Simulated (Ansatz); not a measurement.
# C₃H₆BNO: small, medium and large basis sets

How large a basis does C₃H₆BNO need? Two functionals are run in growing sets.

Computed with Ansatz 0.2.0, Gaussian basis. Level: one geometry, several basis sets.

Plan: PBE0-D4/def2-SVP; ωB97M-V/def2-SVP; PBE0-D4/def2-QZVPP; ωB97M-V/def2-QZVPP; the functionals' def2-TZVPP values are taken from earlier runs.

### 1 The relaxed structure

All runs share one geometry, relaxed beforehand with PBE0-D4 in a triple-zeta def2 set.

12 atoms, charge 0, spin multiplicity 1.

Atoms are counted from 1 here; the program's logs count them from 0.

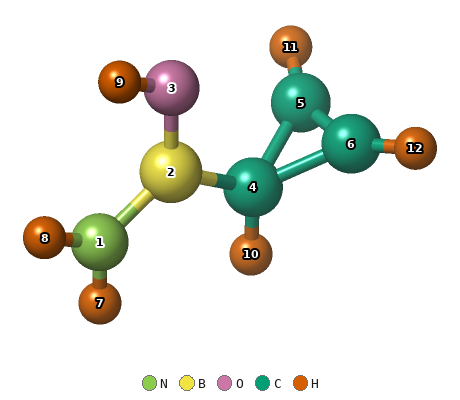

The structure; nitrogen green, boron yellow, oxygen pink, carbon teal, hydrogen orange; atoms are numbered from 1 in the order of the file.

Geometry (Å):

```csv
atom,x (Å),y (Å),z (Å)
N1,-1.7598,0.5915,0.7364
B2,-0.3891,0.4585,0.4279
O3,0.5669,1.2950,0.9570
C4,0.0912,-0.6654,-0.5440
C5,1.3368,-0.4815,-1.3921
C6,1.4723,-1.2796,-0.4008
H7,-2.4480,-0.0255,0.3438
H8,-2.1492,1.2857,1.3496
H9,0.2195,1.9655,1.5473
H10,-0.6857,-1.3159,-0.9612
H11,1.7438,0.0432,-2.2385
H12,2.0779,-1.9268,0.2088
```

### 2 PBE0-D4 in def2-SVP

Input file in.yaml:

```yaml
crystal:
  periodic: [false, false, false]
  atoms:
    - {symbol: N, position_ang: [-1.759773, 0.591453, 0.736387]}
    - {symbol: B, position_ang: [-0.389100, 0.458514, 0.427853]}
    - {symbol: O, position_ang: [0.566938, 1.294956, 0.957048]}
    - {symbol: C, position_ang: [0.091235, -0.665430, -0.544020]}
    - {symbol: C, position_ang: [1.336839, -0.481528, -1.392111]}
    - {symbol: C, position_ang: [1.472322, -1.279572, -0.400828]}
    - {symbol: H, position_ang: [-2.447966, -0.025453, 0.343769]}
    - {symbol: H, position_ang: [-2.149180, 1.285731, 1.349602]}
    - {symbol: H, position_ang: [0.219518, 1.965475, 1.547290]}
    - {symbol: H, position_ang: [-0.685704, -1.315875, -0.961242]}
    - {symbol: H, position_ang: [1.743840, 0.043221, -2.238462]}
    - {symbol: H, position_ang: [2.077931, -1.926792, 0.208813]}
basis:
  gaussian: {orbitals: def2-SVP}
hamiltonian: {xc: pbe0, dispersion: d4}
output: {orbitals: {seedname: orbitals}}
```

Launch:

```console
$ ansatz run in.yaml --threads 4 --pin off --events-out ev --progress --plain --max-ram 10444MiB
```

After this run come: ωB97M-V in def2-SVP; PBE0-D4 in def2-QZVPP; ωB97M-V in def2-QZVPP.

Q: Predict the results of all the runs planned. Wanted: PBE0-D4: double and triple zeta above quadruple; ωB97M-V: double and triple zeta above quadruple.

As calculated:

| quantity | value |
| --- | --- |
| PBE0-D4: double and triple zeta above quadruple | 8.82, 0.43 eV |
| ωB97M-V: double and triple zeta above quadruple | 9.08, 0.40 eV |

PBE0-D4 gains 8.39 eV from double to triple zeta, then 0.43 eV more. Total energies overstate the basis error of differences, where much of it tends to cancel. The LUMO of ωB97M-V is positive and keeps falling with the basis (2.93 to 1.48 eV): an unbound level that the basis holds in place.
